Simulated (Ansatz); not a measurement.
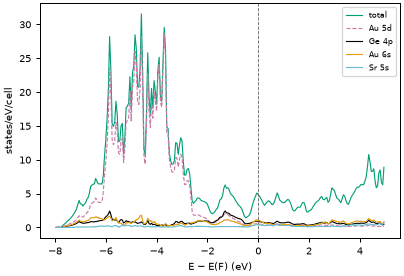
Total and projected density of states of SrGeAu₃ in space group P4/nmm (No. 129; Au on 4e, Au on 2c, Ge on 2c, Sr on 2a), PBEsol in the plane-wave PAW code Ansatz

### Question
Which orbitals carry the states next to the Fermi level?

### Answer
Within 0.5 eV of the Fermi level: Ge 4p 21 %, Au 6s 19 %, Au 5d 12 %, Sr 5s 8 %, outside the projected shells 35 %. Projections are on Löwdin-orthogonalised atomic valence shells; empty p or d shells of many metals are not among them.

### Question
Where is the tallest occupied peak in this window, and what makes it?

### Answer
Near -4.6 eV, about 32 states/eV per cell; the largest projected share is Au 5d.

The workflow started from an entry of the Crystallography Open Database (COD, 295 K). Whether it is the stable phase at ambient conditions was not checked. The cell was relaxed with PBEsol under the symmetry of its start; its stability against distortions is not shown here. Spin–orbit coupling is left out wherever it is not named.

Potentials: the later of the program's two PAW sets.
